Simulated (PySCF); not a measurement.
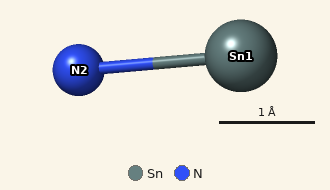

Fig. 1: The input geometry of run A (ball-and-stick view, seen at a tilt; atoms are numbered from 1 in the order of the input). Sticks mark near contacts.

## Mending a single-point calculation on SnN

System: SnN, charge −1.
Method of run A: UKS-lc_wpbe/sbkjc, gradient (PySCF 2.14.0).

Some settings of this run were made unusual or wrong on purpose. Text and figures count atoms from 1; the logs count them from 0 in places.

### Input file, run A
```python
from pyscf import gto, dft

mol = gto.M(
    atom='Sn 0 0 0; N 0 0 1.895',
    basis='sbkjc',
    ecp={'Sn': 'sbkjc', 'N': 'sbkjc'},
    charge=-1,
    spin=0,
    symmetry=True,
    verbose=4,
)
mf = dft.UKS(mol, xc='lc_wpbe')
mf.grids.atom_grid = (20, 50)
mf.kernel()
g = mf.nuc_grad_method()
g.grid_response = True
g.kernel()
mf.dip_moment()
print('orbital energies (hartree):', [e[max(0, n-3):n+3].round(4) for e, n in zip(mf.mo_energy, mol.nelec)])
```

Launched with:
```bash
OMP_NUM_THREADS=1 python input.py
```

Hardware: 1 CPU thread, shared host.

### Output, shortened to warnings, some set-up lines, iterations and results (run A)
```
[...]
cycle= 1 E= -12.8933767791348  delta_E= -0.719  |g|= 0.737  |ddm|= 1.83
cycle= 2 E= -12.0915423260756  delta_E= 0.802  |g|= 1.34  |ddm|=  1.6
cycle= 3 E= -13.255951803109  delta_E= -1.16  |g|= 0.0793  |ddm|= 1.06
cycle= 4 E= -13.260305314878  delta_E= -0.00435  |g|= 0.015  |ddm|= 0.104
cycle= 5 E= -13.2604636017999  delta_E= -0.000158  |g|= 0.00696  |ddm|= 0.0258
cycle= 6 E= -13.2604899389342  delta_E= -2.63e-05  |g|= 0.00142  |ddm|= 0.00718
cycle= 7 E= -13.2604910956408  delta_E= -1.16e-06  |g|= 0.000131  |ddm|= 0.00124
cycle= 8 E= -13.2604911056962  delta_E= -1.01e-08  |g|= 3e-05  |ddm|= 0.00017
cycle= 9 E= -13.2604911063735  delta_E= -6.77e-10  |g|= 4.49e-06  |ddm|= 5.07e-05
alpha HOMO (E1x) = -0.104629430898258  LUMO (E1x) = 0.210439977834686
beta  HOMO (E1x) = -0.104629430898744  LUMO (E1x) = 0.210439977832378
  HOMO = -0.104629430898  LUMO = 0.210439977832  gap/eV = 8.57348
Extra cycle  E= -13.260491106366  delta_E= 7.5e-12  |g|= 8.05e-06  |ddm|= 1.37e-05
converged SCF energy = -13.260491106366  <S^2> = -5.3290705e-15  2S+1 = 1

******** <class 'pyscf.grad.uks.Gradients'> for <class 'pyscf.dft.uks_symm.SymAdaptedUKS'> ********
unit = Eh/Bohr
grid_response = True
--------------- SymAdaptedUKS gradients ---------------
         x                y                z
0 Sn     0.0000000000     0.0000000000    -0.0265705905
1 N     0.0000000000     0.0000000000     0.0265705905
----------------------------------------------

WARN: System has nonzero charge -1; the dipole moment is origin-dependent.
Location of origin: [0. 0. 0.]

Dipole moment(X, Y, Z, Debye):  0.00000,  0.00000, -5.93561
orbital energies (hartree): [array([-0.1075, -0.1046, -0.1046,  0.2104,  0.2104,  0.266 ]), array([-0.1075, -0.1046, -0.1046,  0.2104,  0.2104,  0.266 ])]
```

Question: What went wrong, and how is the input to be mended?

Answer: Some settings of this run were drawn to be unusual or wrong. It converged; results that depend on the unusual settings are not reference values.

A run of the same system that converges differs from this input as follows (lines with − go, lines with + come):
```diff
-mf.grids.atom_grid = (20, 50)
```

### Output, shortened to warnings, some set-up lines, iterations and results (run B)
```
[...]
cycle= 1 E= -12.8921002210888  delta_E= -0.721  |g|= 0.738  |ddm|= 1.83
cycle= 2 E= -12.0899316626203  delta_E= 0.802  |g|= 1.35  |ddm|=  1.6
cycle= 3 E= -13.2555714287113  delta_E= -1.17  |g|= 0.0798  |ddm|= 1.06
cycle= 4 E= -13.2599842040077  delta_E= -0.00441  |g|= 0.0145  |ddm|= 0.104
cycle= 5 E= -13.2601373309255  delta_E= -0.000153  |g|= 0.00675  |ddm|= 0.0256
cycle= 6 E= -13.2601623400596  delta_E= -2.5e-05  |g|= 0.00138  |ddm|= 0.00709
cycle= 7 E= -13.2601634291076  delta_E= -1.09e-06  |g|= 0.000142  |ddm|= 0.00123
cycle= 8 E= -13.2601634414321  delta_E= -1.23e-08  |g|= 3.64e-05  |ddm|= 0.000194
cycle= 9 E= -13.2601634425507  delta_E= -1.12e-09  |g|= 4.23e-06  |ddm|= 7.43e-05
cycle= 10 E= -13.2601634425968  delta_E= -4.61e-11  |g|= 5.26e-07  |ddm|= 2.32e-05
alpha HOMO (E1x) = -0.104606152779729  LUMO (E1x) = 0.210406555491517
beta  HOMO (E1x) = -0.104606152779774  LUMO (E1x) = 0.210406555491536
  HOMO = -0.10460615278  LUMO = 0.210406555492  gap/eV = 8.57193
Extra cycle  E= -13.2601634425965  delta_E= 2.84e-13  |g|= 1.15e-06  |ddm|= 1.28e-06
converged SCF energy = -13.2601634425965  <S^2> = -6.2172489e-15  2S+1 = 1

******** <class 'pyscf.grad.uks.Gradients'> for <class 'pyscf.dft.uks_symm.SymAdaptedUKS'> ********
unit = Eh/Bohr
grid_response = True
--------------- SymAdaptedUKS gradients ---------------
         x                y                z
0 Sn     0.0000000000     0.0000000000    -0.0257413412
1 N     0.0000000000     0.0000000000     0.0257413412
----------------------------------------------

WARN: System has nonzero charge -1; the dipole moment is origin-dependent.
Location of origin: [0. 0. 0.]

Dipole moment(X, Y, Z, Debye):  0.00000,  0.00000, -5.94420
orbital energies (hartree): [array([-0.1081, -0.1046, -0.1046,  0.2104,  0.2104,  0.2659]), array([-0.1081, -0.1046, -0.1046,  0.2104,  0.2104,  0.2659])]
```

### The two runs side by side

| quantity | run A | run B |
| --- | --- | --- |
| outcome | converged | converged |
| SCF energy (hartree) | −13.260491 | −13.260163 |
| SCF iterations | 9 | 10 |
| wall time (shared host) | 1.3 s | 3.4 s |

The energy of run B is 0.21 kcal/mol higher, which measures how much it depends on this numerical setting. The SCF takes 10 iterations against 9.
